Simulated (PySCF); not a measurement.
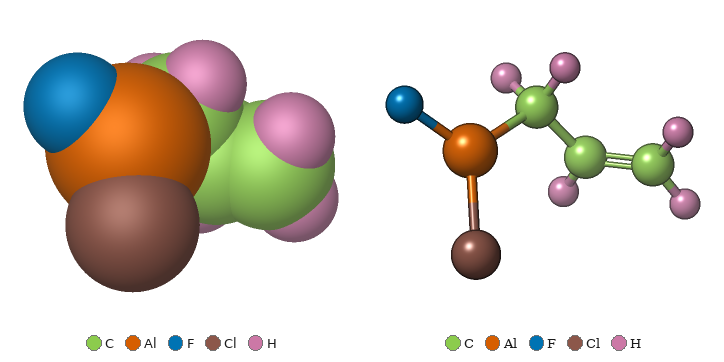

The same structure drawn twice, from different directions.

Count the atoms of each element.

C3H5AlClF, 11 atoms: 3 carbon, 5 hydrogen, 1 aluminium, 1 chlorine and 1 fluorine.

Name some functional groups or characteristic bonds that it holds.

Among them: alkene.

The parts below concern this one geometry. Atoms keep their numbers from picture to picture. The computed structure is the end point of a PBE0-D3(BJ)/def2-SVP optimisation. No frequency run is at hand to confirm it as a minimum.

Shape

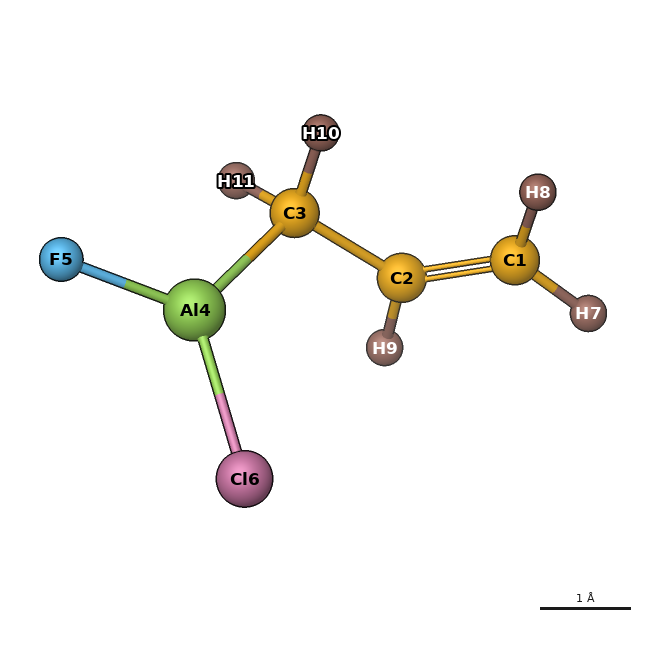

Atoms carry their numbers in the input. No frequency run is at hand to confirm it as a minimum.

List the bonds and their lengths.

```tsv
bond	length (Å)
C1–C2	1.336
C1–H7	1.092
C1–H8	1.095
C2–C3	1.491
C2–H9	1.098
C3–Al4	1.946
C3–H10	1.105
C3–H11	1.105
Al4–F5	1.662
Al4–Cl6	2.091
```

NMR shielding

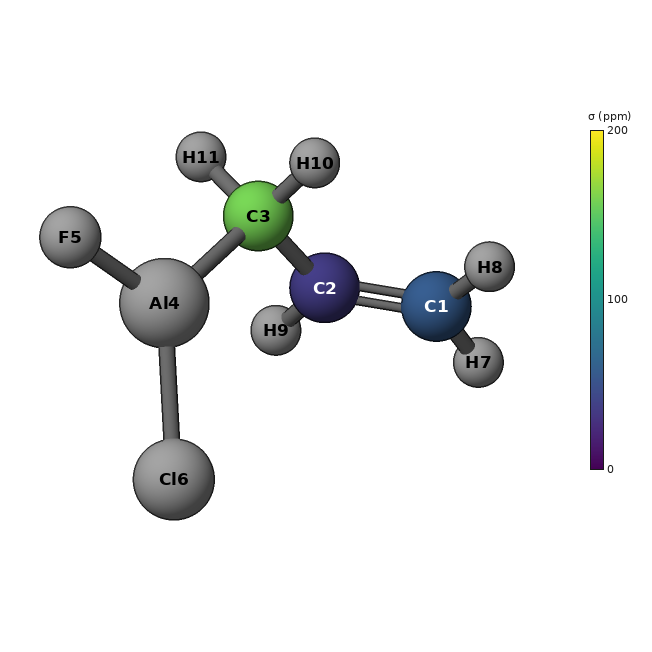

Atoms are coloured by their isotropic NMR shieldings (C only, the others grey). No frequency run is at hand to confirm it as a minimum. Method: GIAO BP86/pcSseg-2 NMR shielding, non-relativistic, gas phase (PySCF 2.14.0).

List the isotropic NMR shieldings of the C atoms.

```csv
atom,σ (ppm)
C1,57.7
C2,35.2
C3,158.5
```

Electronic properties

No frequency run is at hand to confirm it as a minimum. Level of theory: CAM-B3LYP/pcSseg-2, gas phase (PySCF 2.14.0).

Computed properties:

- dipole moment: 2.02 D
- HOMO energy (Kohn–Sham orbital): −8.58 eV
- LUMO energy (Kohn–Sham orbital): 0.03 eV
- HOMO–LUMO gap: 8.61 eV

Quadrupole coupling

No frequency run is at hand to confirm it as a minimum. Electric field gradients from the ground-state density, PBE0/pcSseg-0 (PySCF 2.14.0), non-relativistic apart from any core potentials.

Give the largest field-gradient component, the quadrupole coupling constant and the asymmetry for 27Al at Al4 (Q = 146.6 mb), 35Cl at Cl6 (Q = −81.7 mb).

```csv
atom,V_zz (a.u.),e²qQ/h (MHz),η
Al4,0.978,33.7,0.46
Cl6,1.636,−31.4,0.24
```
